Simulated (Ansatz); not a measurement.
# SiAsH2+ (triplet): wave-function methods side by side, cc-pVTZ

How much of the correlation energy of SiAsH2+ (triplet) does each wave-function method recover here?

Method: cc-pVTZ, core rule «outside noble gas», up to 19 orbitals frozen; program: Ansatz 0.2.0, Gaussian basis.

To be run: UHF; CCSD(T) on ROHF; CCSD(T) on UHF; BCCD(T) on ROHF; CCSDT(Q) on ROHF; CCSDT(Q) on UHF; CASSCF and MRCISD+Q, 10 electrons in 10 orbitals; CASSCF and NEVPT2, 10 electrons in 10 orbitals.

5 further runs of the same task are left out: 5 set aside as unsound or not needed. Runs told in other sessions of the task aren't counted.

### Step 1. The system

The geometry is a PBE0/def2-TZVP stationary point (not a proven minimum) of the parent state, kept for this charge and spin. No spin-orbit coupling is included. The filled d shell of As may be among the frozen orbitals whatever the setting's name suggests.

4 atoms, charge 1, spin multiplicity 3.

Atoms are counted from 1 here; the program's logs count them from 0.

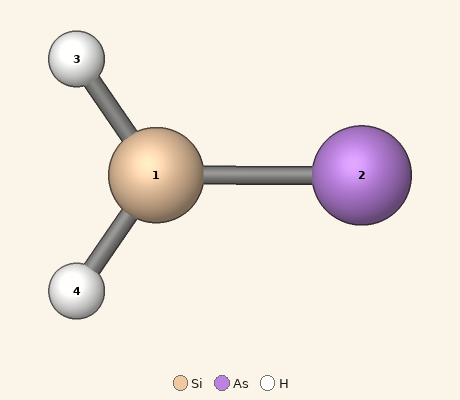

The structure; silicon light orange, arsenic purple, hydrogen white; atoms are numbered from 1 in the order of the file.

In the tables R marks a restricted open-shell determinant and U an unrestricted one; 'valence' is the active space of 10 electrons in 10 orbitals; energies count from the table's Hartree-Fock row.

### Step 2. UHF

File in.yaml:

```yaml
crystal:
  periodic: [false, false, false]
  atoms:
    - {symbol: Si, position_ang: [0.000000, 0.000000, 1.527212]}
    - {symbol: As, position_ang: [0.000000, 0.000000, -0.636167]}
    - {symbol: H, position_ang: [0.000000, 1.225885, 2.366293]}
    - {symbol: H, position_ang: [0.000000, -1.225885, 2.366293]}
basis:
  gaussian: {orbitals: cc-pVTZ}
total_charge: 1
magnetization: {spin_polarized: true, initial_magnetization: 2}
hamiltonian: {xc: hf}
output: {orbitals: {seedname: orbitals}}
```

Run with:

```sh
$ ansatz run in.yaml --threads 1 --pin off --events-out ev --progress --plain --max-ram 4096MiB --backend cpu
```

The program printed:

```text
Functional definition: HF
  name "HF"
  cite "Fock, Z. Phys. 61, 126 (1930) doi:10.1007/BF01340294"
  parent pbe
  exchange = exact_x
  correlation = 0
955 factors; their error is unknown
mean field evaluation 1: about -68679.9149 eV, gradient 8.3e0 eV
mean field evaluation 2: about -68680.6926 eV, gradient 3.1e0 eV
mean field evaluation 4: about -68680.8531 eV, gradient 4.2e-1 eV
mean field evaluation 8: about -68682.7733 eV, gradient 4.1e-1 eV
mean field -68682.77389434 eV, -2524.0453857608 hartree, gradient 1.2e-5 eV, S^2 2.016043; 0 other end points of the search recorded, 0 dependent functions left out
reference -68682.77389434 eV, -2524.0453857608 hartree; 25, 23 occupied and 80, 82 virtual orbitals, 955 factors
Total energy: -68682.77389434 eV, -2524.0453857608 hartree
```

It took 1.8 s on 1 thread of AMD EPYC 7R13, shared host.

From the report: ⟨S²⟩ of the determinant 2.016 (pure triplet: 2.00).

### Step 3. CCSD(T) on ROHF

Edit in.yaml of step 2 so:

```diff
@@ -10,4 +10,3 @@
 total_charge: 1
-magnetization: {spin_polarized: true, initial_magnetization: 2}
-hamiltonian: {xc: hf}
-output: {orbitals: {seedname: orbitals}}
+magnetization: {spin_polarized: false, initial_magnetization: 2}
+correlation: {method: ccsd_t, electrons: outside_noble_gas}
```

Run with:

```sh
$ ansatz run in.yaml --threads 2 --pin off --events-out ev --progress --plain --max-ram 24576MiB --backend cuda --devices 0, --max-vram 18GiB
```

The program printed, shortened:

```text
Functional definition: HF
  name "HF"
  cite "Fock, Z. Phys. 61, 126 (1930) doi:10.1007/BF01340294"
  parent pbe
[...]
643 factors; integrals over basis functions are off by at most 1.1e-3 eV
[...]
mean field -68682.63640405 eV, -2524.0403330858 hartree, gradient 2.1e-6 eV, S^2 2.000000; 2 other end points of the search recorded, 0 dependent functions left out
[...]
determinant -68682.63640405 eV, -2524.0403330858 hartree, with singles and doubles -68688.72021702 eV, -2524.2639090887 hartree
determinant -68680.53739605 eV, -2523.9631959646 hartree, with singles and doubles -68686.97417629 eV, -2524.1997432754 hartree
determinant -68679.39640071 eV, -2523.9212651591 hartree, with singles and doubles -68685.70668438 eV, -2524.1531638067 hartree
19 core orbitals not correlated: weight in the atoms' cores, before any rotation towards them, 1.000 or more for the frozen orbitals, at most 0.000 for the correlated occupied ones
reference -68682.63640405 eV, -2524.0403330858 hartree; 6, 4 occupied and 80, 82 virtual orbitals, 643 factors
second order -4.98547159 eV of doubles, -0.07477223 eV of singles
cycle   1  -5.96918818 eV  change   -3.9e-1 eV  update   1.9e-2
[...]
cycle   9  -5.98103821 eV  change    5.3e-6 eV  update   4.7e-6
perturbative correction -0.22476941 eV, -0.0082601236 hartree
Total energy: -68688.84221167 eV, -2524.2683923096 hartree
```

It took 10 s on 1 × H100 (card shared with other runs) with 2 threads of AMD EPYC 7R13, shared host; peak host memory 0.8 GiB.

From the report: correlation -6.2058 eV; T1 0.020; largest double amplitude 0.04.

### Step 4. CCSD(T) on UHF

Edit in.yaml of step 3 so:

```diff
@@ -10,3 +10,3 @@
 total_charge: 1
-magnetization: {spin_polarized: false, initial_magnetization: 2}
+magnetization: {spin_polarized: true, initial_magnetization: 2}
 correlation: {method: ccsd_t, electrons: outside_noble_gas}
```

Same command.

The program printed, shortened:

```text
Functional definition: HF
  name "HF"
  cite "Fock, Z. Phys. 61, 126 (1930) doi:10.1007/BF01340294"
  parent pbe
[...]
643 factors; integrals over basis functions are off by at most 1.1e-3 eV
[...]
mean field -68682.77473767 eV, -2524.0454167525 hartree, gradient 4.7e-6 eV, S^2 2.016043; 2 other end points of the search recorded, 0 dependent functions left out
determinant -68682.77473767 eV, -2524.0454167525 hartree, with singles and doubles -68688.72335289 eV, -2524.2640243296 hartree
determinant -68680.86471891 eV, -2523.9752248578 hartree, with singles and doubles -68686.95717051 eV, -2524.1991183245 hartree
determinant -68679.65706566 eV, -2523.9308444195 hartree, with singles and doubles -68685.70205978 eV, -2524.1529938558 hartree
19 core orbitals not correlated: weight in the atoms' cores, before any rotation towards them, 1.000 or more for the frozen orbitals, at most 0.000 for the correlated occupied ones
reference -68682.77473767 eV, -2524.0454167525 hartree; 6, 4 occupied and 80, 82 virtual orbitals, 643 factors
second order -4.89049393 eV of doubles, -0.00000000 eV of singles
cycle   1  -5.84043982 eV  change   -3.9e-1 eV  update   2.0e-2
[...]
cycle   9  -5.85416287 eV  change    5.9e-6 eV  update   5.9e-6
perturbative correction -0.21960054 eV, -0.0080701709 hartree
Total energy: -68688.84850107 eV, -2524.2686234406 hartree
```

It took 14 s on 1 × H100 (card shared with other runs) with 2 threads of AMD EPYC 7R13, shared host; peak host memory 0.8 GiB.

From the report: ⟨S²⟩ of the determinant 2.016 (pure triplet: 2.00); correlation -6.0738 eV; T1 0.019; largest double amplitude 0.04.

### Step 5. BCCD(T) on ROHF

Edit in.yaml of step 4 so:

```diff
@@ -10,3 +10,3 @@
 total_charge: 1
-magnetization: {spin_polarized: true, initial_magnetization: 2}
-correlation: {method: ccsd_t, electrons: outside_noble_gas}
+magnetization: {spin_polarized: false, initial_magnetization: 2}
+correlation: {method: bccd_t, electrons: outside_noble_gas}
```

Launched as before.

The program printed, shortened:

```text
Functional definition: HF
  name "HF"
  cite "Fock, Z. Phys. 61, 126 (1930) doi:10.1007/BF01340294"
  parent pbe
[...]
643 factors; integrals over basis functions are off by at most 1.1e-3 eV
[...]
mean field -68682.63640405 eV, -2524.0403330858 hartree, gradient 2.1e-6 eV, S^2 2.000000; 2 other end points of the search recorded, 0 dependent functions left out
[...]
determinant -68682.63640405 eV, -2524.0403330858 hartree, with singles and doubles -68688.72021702 eV, -2524.2639090887 hartree
determinant -68680.53739605 eV, -2523.9631959646 hartree, with singles and doubles -68686.97417629 eV, -2524.1997432754 hartree
determinant -68679.39640071 eV, -2523.9212651591 hartree, with singles and doubles -68685.70668438 eV, -2524.1531638067 hartree
19 core orbitals not correlated: weight in the atoms' cores, before any rotation towards them, 1.000 or more for the frozen orbitals, at most 0.000 for the correlated occupied ones
reference -68682.63640405 eV, -2524.0403330858 hartree; 6, 4 occupied and 80, 82 virtual orbitals, 643 factors
second order -4.98547159 eV of doubles, -0.07477223 eV of singles
cycle   1  -5.96959821 eV  change   -3.9e-1 eV  update   2.0e-2
[...]
cycle   9  -5.97654240 eV  change    7.2e-6 eV  update   8.3e-6
perturbative correction -0.22959019 eV, -0.0084372839 hartree
Total energy: -68688.84253664 eV, -2524.2684042517 hartree
```

It took 12 s on 1 × H100 (card shared with other runs) with 2 threads of AMD EPYC 7R13, shared host; peak host memory 0.81 GiB.

From the report: correlation -6.2061 eV; largest double amplitude 0.04.

### Step 6. CCSDT(Q) on ROHF

Edit in.yaml of step 5 so:

```diff
@@ -11,2 +11,2 @@
 magnetization: {spin_polarized: false, initial_magnetization: 2}
-correlation: {method: bccd_t, electrons: outside_noble_gas}
+correlation: {method: ccsdt_q, electrons: outside_noble_gas}
```

Launched as before.

The program printed, shortened:

```text
Functional definition: HF
  name "HF"
  cite "Fock, Z. Phys. 61, 126 (1930) doi:10.1007/BF01340294"
  parent pbe
[...]
1237 factors; integrals over basis functions are off by at most 1.7e-7 eV
[...]
mean field -68682.63641307 eV, -2524.0403334172 hartree, gradient 4.1e-6 eV, S^2 2.000000; 3 other end points of the search recorded, 0 dependent functions left out
determinant -68682.63641307 eV, -2524.0403334172 hartree, with singles and doubles -68688.72038885 eV, -2524.2639154034 hartree
determinant -68680.53740386 eV, -2523.9631962514 hartree, with singles and doubles -68686.97523810 eV, -2524.1997822961 hartree
determinant -68679.53180260 eV, -2523.9262410867 hartree, with singles and doubles -68685.81011808 eV, -2524.1569649253 hartree
determinant -68679.39641158 eV, -2523.9212655586 hartree, with singles and doubles -68685.70770598 eV, -2524.1532013499 hartree
19 core orbitals not correlated: weight in the atoms' cores, before any rotation towards them, 1.000 or more for the frozen orbitals, at most 0.000 for the correlated occupied ones
reference -68682.63641307 eV, -2524.0403334172 hartree; 6, 4 occupied and 80, 82 virtual orbitals, 1237 factors
second order -4.98548989 eV of doubles, -0.07477252 eV of singles
cycle   1  -5.72689405 eV  change   -6.7e-1 eV  update   7.8e-2
[...]
cycle  17  -6.24343432 eV  change   6.6e-10 eV  update   3.0e-7
perturbative correction -0.00942585 eV, -0.0003463935 hartree
Total energy: -68688.88927323 eV, -2524.2701217899 hartree
```

It took 30 s on 1 × H100 (card shared with other runs) with 2 threads of AMD EPYC 7R13, shared host; peak host memory 1.1 GiB.

From the report: correlation -6.2529 eV; T1 0.021; largest double amplitude 0.05.

### Step 7. CCSDT(Q) on UHF

Edit in.yaml of step 6 so:

```diff
@@ -10,3 +10,3 @@
 total_charge: 1
-magnetization: {spin_polarized: false, initial_magnetization: 2}
+magnetization: {spin_polarized: true, initial_magnetization: 2}
 correlation: {method: ccsdt_q, electrons: outside_noble_gas}
```

Launched as before.

The program printed, shortened:

```text
Functional definition: HF
  name "HF"
  cite "Fock, Z. Phys. 61, 126 (1930) doi:10.1007/BF01340294"
  parent pbe
[...]
1237 factors; integrals over basis functions are off by at most 1.7e-7 eV
[...]
mean field -68682.77474724 eV, -2524.0454171043 hartree, gradient 5.9e-6 eV, S^2 2.016043; 2 other end points of the search recorded, 0 dependent functions left out
determinant -68682.77474724 eV, -2524.0454171043 hartree, with singles and doubles -68688.72337548 eV, -2524.2640251599 hartree
determinant -68680.86472772 eV, -2523.9752251815 hartree, with singles and doubles -68686.95720103 eV, -2524.1991194461 hartree
determinant -68679.65707672 eV, -2523.9308448260 hartree, with singles and doubles -68685.70209683 eV, -2524.1529952176 hartree
19 core orbitals not correlated: weight in the atoms' cores, before any rotation towards them, 1.000 or more for the frozen orbitals, at most 0.000 for the correlated occupied ones
reference -68682.77474724 eV, -2524.0454171043 hartree; 6, 4 occupied and 80, 82 virtual orbitals, 1237 factors
second order -4.89051149 eV of doubles, -0.00000000 eV of singles
cycle   1  -5.57422709 eV  change   -6.8e-1 eV  update   8.1e-2
[...]
cycle  17  -6.11267660 eV  change    6.2e-8 eV  update   3.2e-7
perturbative correction -0.00972415 eV, -0.0003573558 hartree
Total energy: -68688.89714798 eV, -2524.2704111817 hartree
```

Run time: 26 s. Hardware: 1 × H100 (card shared with other runs) with 2 threads of AMD EPYC 7R13, shared host; peak host memory 1 GiB.

From the report: ⟨S²⟩ of the determinant 2.016 (pure triplet: 2.00); correlation -6.1224 eV; T1 0.020; largest double amplitude 0.04.

### Step 8. CASSCF and MRCISD+Q, 10 electrons in 10 orbitals

Edit in.yaml of step 7 so:

```diff
@@ -10,3 +10,3 @@
 total_charge: 1
-magnetization: {spin_polarized: true, initial_magnetization: 2}
-correlation: {method: ccsdt_q, electrons: outside_noble_gas}
+magnetization: {spin_polarized: false, initial_magnetization: 2}
+correlation: {method: fic_mrcisd_q, electrons: outside_noble_gas, active_space: {window: {electrons: 10, orbitals: 10}, shells: [{species: As, l: s, shell: 4}, {species: As, l: p, shell: 4}, {species: H, l: s, shell: 1}, {species: Si, l: s, shell: 3}, {species: Si, l: p, shell: 3}]}}
```

The command is unchanged.

The program printed, shortened:

```text
Functional definition: HF
  name "HF"
  cite "Fock, Z. Phys. 61, 126 (1930) doi:10.1007/BF01340294"
  parent pbe
[...]
1237 factors; integrals over basis functions are off by at most 1.7e-7 eV
[...]
mean field -68682.63641307 eV, -2524.0403334172 hartree, gradient 4.1e-6 eV, S^2 2.000000; 0 other end points of the search recorded, 0 dependent functions left out
reference -68682.63641307 eV, -2524.0403334172 hartree; 25, 23 occupied and 80, 82 virtual orbitals, 1237 factors
state -68684.38714357 eV, -2524.1046715764 hartree
contracted CI cycle   1: correlation 0.00000000 eV, 0.0000000000 hartree, residual 1.66e1 eV
contracted CI cycle   2: correlation -3.92623145 eV, -0.1442863444 hartree, residual 3.44e0 eV
contracted CI cycle   3: correlation -4.10288269 eV, -0.1507781578 hartree, residual 8.55e-1 eV
contracted CI cycle   4: correlation -4.11326175 eV, -0.1511595814 hartree, residual 2.31e-1 eV
contracted CI cycle   5: correlation -4.11396546 eV, -0.1511854421 hartree, residual 6.52e-2 eV
contracted CI cycle   6: correlation -4.11401847 eV, -0.1511873901 hartree, residual 1.80e-2 eV
contracted CI cycle   7: correlation -4.11402256 eV, -0.1511875405 hartree, residual 5.04e-3 eV
contracted CI cycle   8: correlation -4.11402288 eV, -0.1511875522 hartree, residual 1.37e-3 eV
state -68684.38714357 eV, -2524.1046715764 hartree; corrected -68688.83061088 eV, -2524.2679659883 hartree
Total energy: -68688.83061088 eV, -2524.2679659883 hartree
Checks for a lower state left out: starts, orbital_swaps
```

Wall time 8.5 s (1 × H100 (card shared with other runs) with 2 threads of AMD EPYC 7R13, shared host); peak host memory 0.92 GiB.

From the report: 15,680 determinants; active occupations 1.99, 1.98, 1.97, 1.96, 1.00, 1.00, 0.04, 0.03, 0.02, 0.02.

### Step 9. CASSCF and NEVPT2, 10 electrons in 10 orbitals

File in.yaml:

```yaml
crystal:
  periodic: [false, false, false]
  atoms:
    - {symbol: Si, position_ang: [0.000000, 0.000000, 1.527212]}
    - {symbol: As, position_ang: [0.000000, 0.000000, -0.636167]}
    - {symbol: H, position_ang: [0.000000, 1.225885, 2.366293]}
    - {symbol: H, position_ang: [0.000000, -1.225885, 2.366293]}
basis:
  gaussian: {orbitals: cc-pVTZ}
total_charge: 1
magnetization: {spin_polarized: false, initial_magnetization: 2}
correlation: {method: sc_nevpt2, electrons: outside_noble_gas, active_space: {window: {electrons: 10, orbitals: 10}, shells: [{species: As, l: s, shell: 4}, {species: As, l: p, shell: 4}, {species: H, l: s, shell: 1}, {species: Si, l: s, shell: 3}, {species: Si, l: p, shell: 3}]}}
```

Launched as before.

The program printed:

```text
Functional definition: HF
  name "HF"
  cite "Fock, Z. Phys. 61, 126 (1930) doi:10.1007/BF01340294"
  parent pbe
  exchange = exact_x
  correlation = 0
1237 factors; integrals over basis functions are off by at most 1.7e-7 eV
mean field evaluation 1: about -68681.7635 eV, gradient 1.0e1 eV
mean field evaluation 2: about -68681.7722 eV, gradient 1.0e1 eV
mean field evaluation 4: about -68682.6289 eV, gradient 9.4e-1 eV
mean field evaluation 8: about -68682.6364 eV, gradient 1.1e-3 eV
mean field -68682.63641307 eV, -2524.0403334172 hartree, gradient 4.1e-6 eV, S^2 2.000000; 0 other end points of the search recorded, 0 dependent functions left out
reference -68682.63641307 eV, -2524.0403334172 hartree; 25, 23 occupied and 80, 82 virtual orbitals, 1237 factors
state -68684.38714357 eV, -2524.1046715764 hartree
state -68684.38714357 eV, -2524.1046715764 hartree; corrected -68687.71937386 eV, -2524.2271287809 hartree
Total energy: -68687.71937386 eV, -2524.2271287809 hartree
Checks for a lower state left out: starts, orbital_swaps
```

Wall time 8 s (1 × H100 (card shared with other runs) with 2 threads of AMD EPYC 7R13, shared host); peak host memory 0.81 GiB.

From the report: 15,680 determinants; active occupations 1.99, 1.98, 1.97, 1.96, 1.00, 1.00, 0.04, 0.03, 0.02, 0.02.

### Step 10. How many determinants matter

Natural occupations of the CASSCF valence state about the gap (report; correlated orbitals 1 to 10): 1.987, 1.981, 1.973, 1.959, 1.000, 0.998, 0.035, 0.026, 0.021, 0.020. The count of effectively unpaired electrons, Σ n²(2 − n)², is 2.02; a single determinant of this spin has 2.

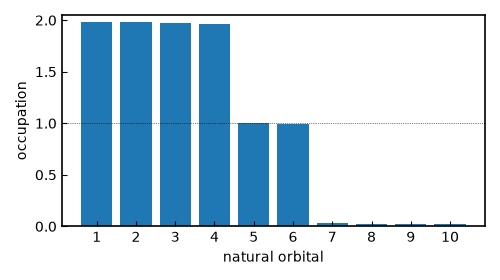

Natural occupations of the CASSCF valence state.

### Step 11. The ladder

The yardstick is UCCSDT(Q), where the cluster series has nearly closed. Rows without a time are mean-field rows or come out of runs for another level: lower rungs of the coupled-cluster runs, CASSCF and MRCISD of the multireference runs, or the Hartree-Fock search.

Differences are taken before rounding.

| method | energy from the lowest ROHF (kJ/mol) | from UCCSDT(Q) (kJ/mol) | time |
| --- | --- | --- | --- |
| ROHF | 0.0 | +604.1 |  |
| UHF | -13.3 | +590.7 |  |
| RMP2 | -488.2 | +115.8 |  |
| UMP2 | -485.2 | +118.9 |  |
| RCCSD | -577.1 | +27.0 |  |
| UCCSD | -578.2 | +25.9 |  |
| RCCSD(T) | -598.8 | +5.3 | 10 s |
| UCCSD(T) | -599.4 | +4.7 | 14 s |
| BCCD(T) | -598.8 | +5.3 | 12 s |
| RCCSDT | -602.4 | +1.7 |  |
| UCCSDT | -603.1 | +0.9 |  |
| RCCSDT(Q) | -603.3 | +0.8 | 30 s |
| UCCSDT(Q) | -604.1 | 0 | 26 s |
| CASSCF valence | -168.9 | +435.1 |  |
| NEVPT2 valence | -490.4 | +113.6 | 8 s |
| MRCISD valence | -565.9 | +38.2 |  |
| MRCISD+Q valence | -597.7 | +6.4 | 8.5 s |

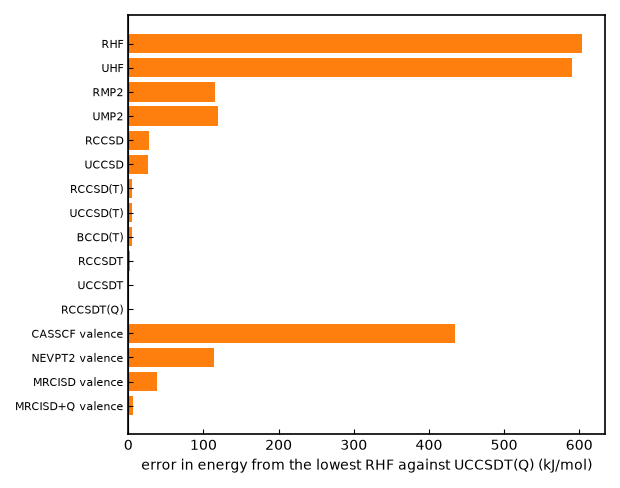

Deviations from UCCSDT(Q), method by method.

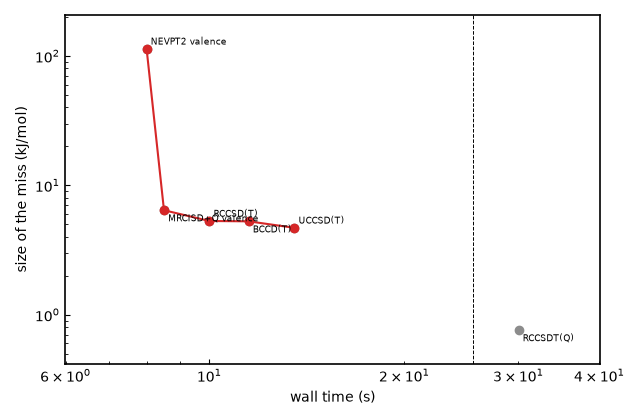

Accuracy for the time spent; red marks the levels that beat every quicker one drawn (of those quicker than the yardstick), and the dashed line is the time of UCCSDT(Q). Times are from a shared host.

### Step 12. Results

```
                         quantity                      value
    UCCSDT(Q) from the ROHF energy                 -6.2607 eV
              RMP2 from UCCSDT(Q)              +115.8 kJ/mol
              UMP2 from UCCSDT(Q)              +118.9 kJ/mol
             RCCSD from UCCSDT(Q)               +27.0 kJ/mol
          RCCSD(T) from UCCSDT(Q)                +5.3 kJ/mol
          UCCSD(T) from UCCSDT(Q)                +4.7 kJ/mol
         RCCSDT(Q) from UCCSDT(Q)                +0.8 kJ/mol
    NEVPT2 valence from UCCSDT(Q)              +113.6 kJ/mol
  MRCISD+Q valence from UCCSDT(Q)                +6.4 kJ/mol
levels within 1 kcal/mol (43 meV)  RCCSDT, UCCSDT, RCCSDT(Q)
                    T1 diagnostic                      0.020
   effectively unpaired electrons                       2.02
```

What this shows: RCCSD(T) misses by +5.3 kJ/mol, 0.9 % of the correlation energy. One determinant dominates. Of the multireference levels listed MRCISD+Q valence comes nearest in total energy (+6.4 kJ/mol), which doesn't show that its space is the better one. These misses are within one basis, not against nature; the frozen cores of restricted and unrestricted runs differ, which can shift their rows.

UCCSD(T) reaches 4.7 kJ/mol from the reference in 14 s, where UCCSDT(Q) took 26 s; the quickest level in the cost chart, NEVPT2 valence, takes 8 s and misses by 113.6 kJ/mol.
